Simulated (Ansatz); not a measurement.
# Calculations on H2CO

### Relaxation

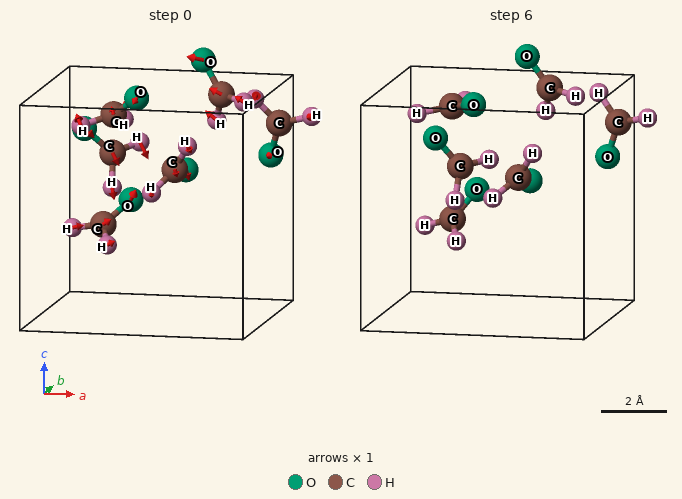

The structure of an amorphous cell of composition H2CO before (left) and after (right) a relaxation, at one scale. The red arrows give the displacements, at their true length.

A ball-and-stick model of the cell of the calculation, seen slightly off an axis.

The cell holds 6 H2CO. The run prepares the start of a later molecular dynamics calculation, from a guessed geometry.

Theory: DFT PBE-D3(BJ), scalar-relativistic, plane waves, PAW in Ansatz 0.2.0. Settings: plane-wave cutoff 420 eV; k-point mesh 1 × 1 × 1; occupations fermi dirac; smearing width 0.02 eV; no spin polarisation; atoms relaxed in a fixed cell; force threshold 0.3 eV/Å; at most 15 steps.

**Summarise the run.**

The largest moves, 0.61 Å, are those of H and O atoms. By element the largest moves are H 0.61 Å, O 0.60 Å, C 0.47 Å. The cell stays as it was. Near-neighbour distances that change, for instance: C–H 1.104 → 1.116 Å, C–O 1.220 → 1.209 Å. The energy falls by 26.5 meV per atom in 5 accepted moves (6 points after the start). Largest force component: 0.81 eV/Å at the start, 0.24 eV/Å at the end. 1 step only repeated the SCF at the same geometry.

Limits of the set-up: the program's low-accuracy preset was used; the periodic images lie only 7.2 Å apart, so the values are limited by the cell's size.

### Dynamics

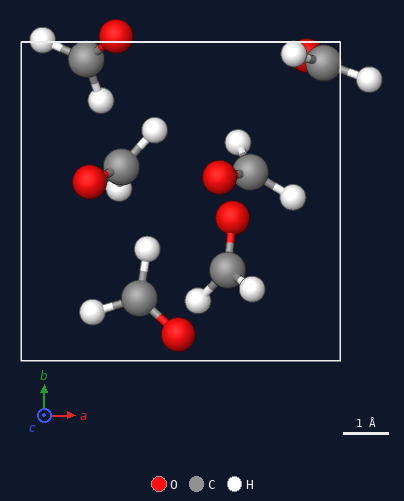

Starting frame of a dynamics run of a periodic cell with 6 H2CO at 0.817 g/cm³. A ball-and-stick model of the simulation cell, seen along the c axis.

These are results of DFT PBE-D3(BJ), scalar-relativistic, plane waves, PAW in Ansatz, not measurements.

The input:
```yaml
accuracy: low
crystal:
  lattice:
    - [7.15309, 0.0, 0.0]
    - [0.0, 7.15309, 0.0]
    - [0.0, 0.0, 7.15309]
  atoms:
    - { symbol: O, position: [0.21018582, 0.55712107, 0.76608578] }
    - { symbol: C, position: [0.31025102, 0.60451437, 0.63696423] }
    - { symbol: H, position: [0.41439301, 0.7191451, 0.65153791] }
    - { symbol: H, position: [0.30253794, 0.53647651, 0.49718237] }
    - { symbol: O, position: [0.29355067, 1.01397353, 0.46181764] }
    - { symbol: C, position: [0.2000698, 0.94203197, 0.34029072] }
    - { symbol: H, position: [0.06313944, 1.00174946, 0.29609113] }
    - { symbol: H, position: [0.24609508, 0.81231577, 0.26643473] }
    - { symbol: O, position: [0.61769888, 0.57135624, 1.14152471] }
    - { symbol: C, position: [0.71456063, 0.58761148, 1.00341348] }
    - { symbol: H, position: [0.6758435, 0.68099595, 0.88529634] }
    - { symbol: H, position: [0.84798791, 0.50869323, 0.98527998] }
    - { symbol: O, position: [0.65900774, 0.44431375, 0.61385841] }
    - { symbol: C, position: [0.64317705, 0.28048528, 0.65605745] }
    - { symbol: H, position: [0.55024309, 0.18424338, 0.57772625] }
    - { symbol: H, position: [0.72014202, 0.22081726, 0.77633963] }
    - { symbol: O, position: [0.89200244, 0.95310493, 0.64164511] }
    - { symbol: C, position: [0.94482261, 0.92999322, 0.80059584] }
    - { symbol: H, position: [0.85129193, 0.95839652, 0.92308846] }
    - { symbol: H, position: [1.08758085, 0.87798839, 0.83360721] }
    - { symbol: O, position: [0.48835372, 0.07856898, 1.00861615] }
    - { symbol: C, position: [0.36673622, 0.19205319, 0.97731601] }
    - { symbol: H, position: [0.39140518, 0.34647781, 0.9766991] }
    - { symbol: H, position: [0.21945697, 0.14873032, 0.94666335] }
basis:
  ecutwfc: 420.0
kpoints:
  mp_grid: { grid: [1, 1, 1] }
hamiltonian:
  xc: pbe
  dispersion: d3bj
scf:
  occupations: { method: fermi_dirac, width: 0.02 }
  lower_state_search: "off"
md:
  timestep: 0.5
  n_steps: 300
  ensemble: nvt_langevin
  temperature: 300.0
  initial_velocities: maxwell_boltzmann
  seed: 576779
  friction: 0.02
```

Launched with:
```bash
ansatz run input.yaml --threads 1 --pin off --max-ram 3072MiB --backend cpu --events-out ev --progress --plain --runs-dir out
```

What does the trajectory do?

Over the second half the temperature averages 290 K (spread ±30 K). The potential energy in the second half lies on average 18.9 meV per atom above the first frame. Root-mean-square distances from the starting positions over the second half, with the common drift of all atoms taken out: H 0.68 Å, O 0.44 Å, C 0.38 Å. The heavy atoms stay within a fraction of a molecule's size of their starting places; so short a run doesn't tell a liquid from a solid.

Along the run (each row but the first and the last is the mean over the interval that it begins):

```
time (fs)  potential energy (meV/atom)  T (K)
      0.0                          0.0    288
     25.0                         17.3    214
     50.0                         24.1    245
     75.0                         18.5    298
    100.0                         17.6    280
    125.0                         20.6    290
    150.0                         22.1    300
```

The paths of the atoms:

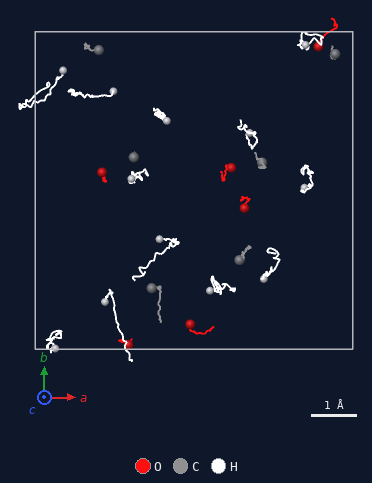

Limits of the set-up: the program's low-accuracy preset was used; the periodic images lie only 7.2 Å apart, so the values are limited by the cell's size.

### Dynamics

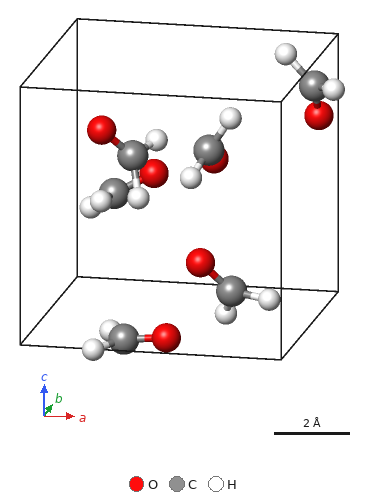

Starting frame of a dynamics run of a periodic cell with 6 H2CO at 0.817 g/cm³. It starts from the last geometry of an earlier run, with fresh velocities. The picture is a ball-and-stick view of the simulation cell, seen slightly off an axis.

All numbers below come from Ansatz 0.2.0, DFT PBE-D3(BJ), scalar-relativistic, plane waves, PAW.

The input:
```yaml
accuracy: low
crystal:
  lattice:
    - [7.15309, 0.0, 0.0]
    - [0.0, 7.15309, 0.0]
    - [0.0, 0.0, 7.15309]
  atoms:
    - { symbol: O, position: [0.1948455, 0.51606374, 0.70285867] }
    - { symbol: C, position: [0.29700365, 0.59346609, 0.58916224] }
    - { symbol: H, position: [0.3583448, 0.72991373, 0.61711801] }
    - { symbol: H, position: [0.33219594, 0.5322484, 0.44303544] }
    - { symbol: O, position: [0.28779361, 1.00855594, 0.41006855] }
    - { symbol: C, position: [0.15185699, 0.93091377, 0.3451259] }
    - { symbol: H, position: [0.04509266, 1.00861573, 0.26446491] }
    - { symbol: H, position: [0.13506164, 0.77749062, 0.35462827] }
    - { symbol: O, position: [0.56890364, 0.5357933, 1.20526062] }
    - { symbol: C, position: [0.67527384, 0.59645574, 1.08483705] }
    - { symbol: H, position: [0.63070276, 0.69974758, 0.96865054] }
    - { symbol: H, position: [0.82953851, 0.55033298, 1.07338965] }
    - { symbol: O, position: [0.64000494, 0.44784207, 0.63546631] }
    - { symbol: C, position: [0.65462922, 0.2918697, 0.71102545] }
    - { symbol: H, position: [0.61286311, 0.16909734, 0.63350208] }
    - { symbol: H, position: [0.74078564, 0.27781984, 0.84305833] }
    - { symbol: O, position: [0.91698024, 1.01965245, 0.66816519] }
    - { symbol: C, position: [0.91961573, 0.93041958, 0.80666242] }
    - { symbol: H, position: [0.80918902, 0.93427043, 0.92246974] }
    - { symbol: H, position: [1.02029654, 0.80552318, 0.83123291] }
    - { symbol: O, position: [0.54517953, 0.0469231, 1.04197562] }
    - { symbol: C, position: [0.37916973, 0.06169923, 1.02334802] }
    - { symbol: H, position: [0.29907286, 0.19318804, 1.01671109] }
    - { symbol: H, position: [0.28860574, -0.06181362, 1.00996762] }
basis:
  ecutwfc: 420.0
kpoints:
  mp_grid: { grid: [1, 1, 1] }
hamiltonian:
  xc: pbe
  dispersion: d3bj
scf:
  occupations: { method: fermi_dirac, width: 0.02 }
  lower_state_search: "off"
md:
  timestep: 0.5
  n_steps: 400
  ensemble: nvt_langevin
  temperature: 300.0
  initial_velocities: maxwell_boltzmann
  seed: 138301
  friction: 0.02
```

Run as
```bash
ansatz run input.yaml --threads 1 --pin off --max-ram 3072MiB --backend cpu --events-out ev --progress --plain --runs-dir out
```

Q: Predict how the run goes.

A: Over the second half the temperature averages 283 K (spread ±35 K). The potential energy in the second half lies on average 2.1 meV per atom below the first frame. Root-mean-square distances from the starting positions over the second half, with the common drift of all atoms taken out: H 0.79 Å, O 0.52 Å, C 0.34 Å. The heavy atoms stay within a fraction of a molecule's size of their starting places; so short a run doesn't tell a liquid from a solid.

Along the run (each row but the first and the last is the mean over the interval that it begins):

| time (fs) | potential energy (meV/atom) | T (K) |
| --- | --- | --- |
| 0.0 | 0.0 | 288 |
| 33.0 | 3.9 | 296 |
| 66.0 | -1.8 | 269 |
| 99.0 | -2.2 | 269 |
| 132.0 | -0.5 | 275 |
| 165.0 | -3.0 | 303 |
| 198.0 | -8.1 | 304 |

The paths of the atoms:

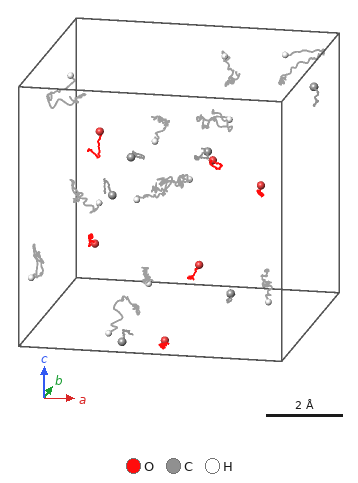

Limits of the set-up: the program's low-accuracy preset was used; the periodic images lie only 7.2 Å apart, so the values are limited by the cell's size.
